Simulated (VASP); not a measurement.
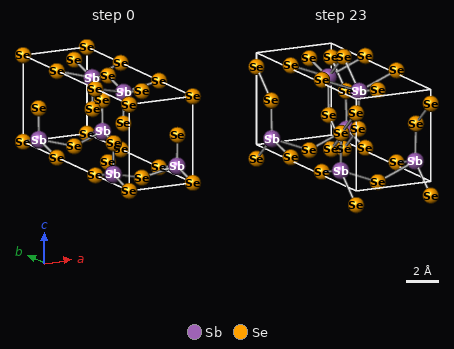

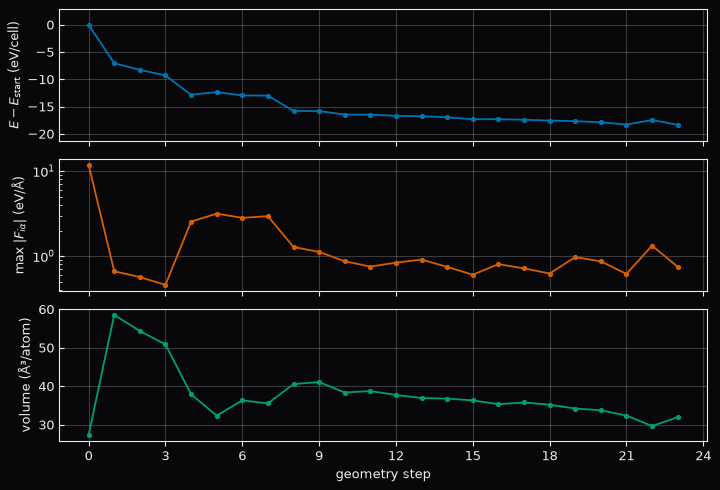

First and last geometry of a relaxation of a crystal of Sb2Se5 (a generated structure, set up in Pmmn), with the history of the run. Style: ball-and-stick. Shown: the cell of the calculation, from a free direction.

The run lets cell and atoms move.

The calculation used Kohn-Sham DFT of a periodic cell, PBE, VASP PAW PBE potentials, recommended in VASP 6.6.1.

The input:
```
PREC     = Normal         # precision mode
ENCUT    = 520            # plane-wave cutoff, eV
EDIFF    = 1E-4           # SCF threshold, eV
ISMEAR   = 0              # smearing method
SIGMA    = 0.15           # smearing width, eV
LREAL    = Auto         
LASPH    = True           # aspherical terms in the spheres
NELM     = 60             # most SCF steps
ALGO     = Fast           # electronic algorithm
ISIF     = 3              # what is computed and relaxed
LWAVE    = False          # write WAVECAR
LCHARG   = False          # write CHGCAR
GGA      = PE             # functional
IBRION   = 2              # ionic algorithm
NSW      = 24             # ionic steps
EDIFFG   = -0.08          # ionic threshold
```

Command:
```bash
cat potpaw_PBE.64/Sb/POTCAR potpaw_PBE.64/Se/POTCAR > POTCAR
mpirun -np 1 vasp_std > vasp.out
```

What do the curves and the structures tell?

The relaxation stopped without meeting its thresholds, so the last structure isn't shown to be converged. After 23 geometry steps the energy has fallen by 18.333 eV per cell of the calculation. The largest force component goes from 12 to 0.75 eV/Å. Pressure: 35.35 GPa at the start and 0.77 GPa at the end. The largest moves relative to the cell, 0.93 Å, are those of Se atoms. Largest moves by element: Se 0.93 Å, Sb 0.22 Å. Cell: a 4.600 → 5.384 Å (+17.1 %), b 14.600 → 13.725 Å (−6.0 %), c 5.700 → 6.055 Å (+6.2 %). Volume +16.9 %. Some distances before and after: Se–Se 3.695 → 2.696 Å, Se–Se 3.056 → 3.747 Å, Sb–Se 2.260 → 2.782 Å, Sb–Se 2.423 → 2.895 Å. Among the angles between lasting bonds that change: Sb–Se–Sb 148.0° → 99.9°, Se–Sb–Se 149.7° → 125.8°, Se–Sb–Se 104.7° → 128.0°. The space group stays Pmmn (No. 59). The volume changes by over a tenth within one run on a fixed set of plane waves, so the end point should be relaxed again from the new cell. It ran on 1 thread of Intel(R) Xeon(R) 6975P-C (Granite Rapids) (shared host).
